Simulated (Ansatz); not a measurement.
| atom | x (Å) | y (Å) | z (Å) |
| --- | --- | --- | --- |
| Sn | -0.0374 | 0.0038 | -0.0219 |
| H | -0.0177 | -0.0774 | 1.7170 |
| Cl | 2.1876 | -0.0256 | -0.8986 |
| H | -0.6789 | 1.4333 | -0.7547 |
| N | -0.9048 | -1.7203 | -0.6859 |
| C | -1.7043 | -2.5338 | 0.2086 |
| H | -1.4082 | -2.3633 | 1.2673 |
| H | -2.8079 | -2.3498 | 0.1415 |
| H | -1.5427 | -3.6183 | -0.0024 |
| C | -0.9518 | -2.0327 | -2.1032 |
| H | -1.8227 | -1.5850 | -2.6513 |
| H | -0.0189 | -1.6983 | -2.6141 |
| H | -1.0144 | -3.1381 | -2.2419 |
| H | -0.0221 | -0.0063 | 3.5741 |

Core potentials replace the inner electrons of Sn.

These are results of Ansatz 0.2.0, UKS PBE/def2-SVP, not measurements.

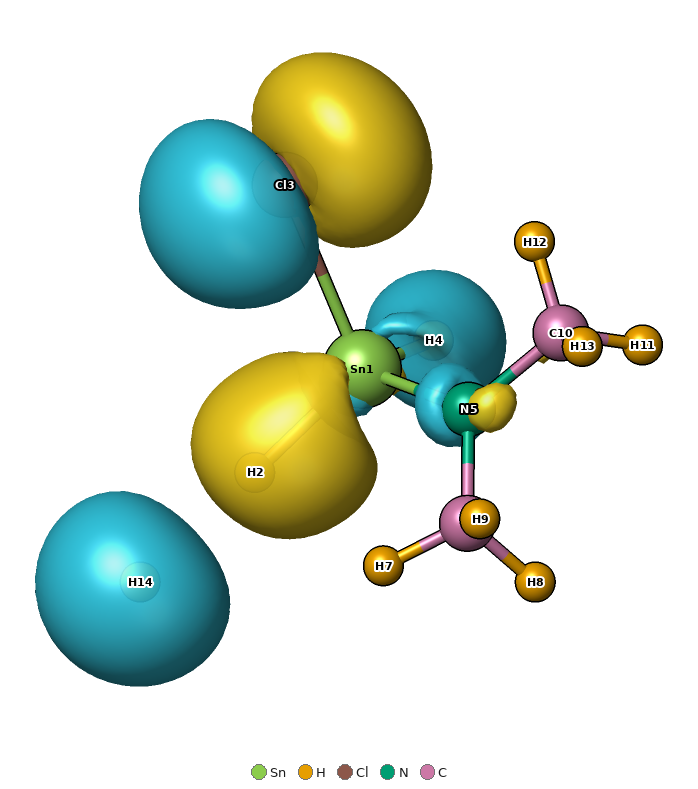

C$_{2}$H$_{8}$ClNSn···H (doublet). The HOMO−1 (α) at ±0.08 Å⁻³ᐟ² (yellow and cyan are the two phases), seen at a tilt.

Question: Where does this orbital lie, and at what energy?

Answer: By Hirshfeld shares it lies mainly on Cl3 (about 50 %), H14 (about 25 %), Sn1 (about 10 %) and H2 (about 10 %). Its energy is −6.67 eV.
